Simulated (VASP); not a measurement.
Band structure of Ni (fcc). Level of theory: vdW-DF2, VASP's PBE PAW potentials (set 64) (plane waves; VASP).

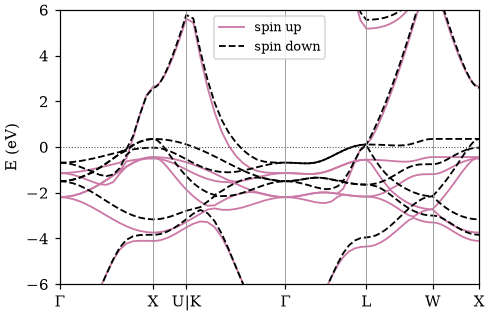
Fig. 1. Bands along high-symmetry lines, zero at the valence-band maximum or, without a gap, the Fermi level

Read the plot: is there a gap, and where are the band edges?

It has no gap at this level: it comes out as a metal or semimetal. (Edges off the drawn lines would not show.)

The compound is Ni in the fcc structure. It was relaxed first, which changed the volume by +8 %.
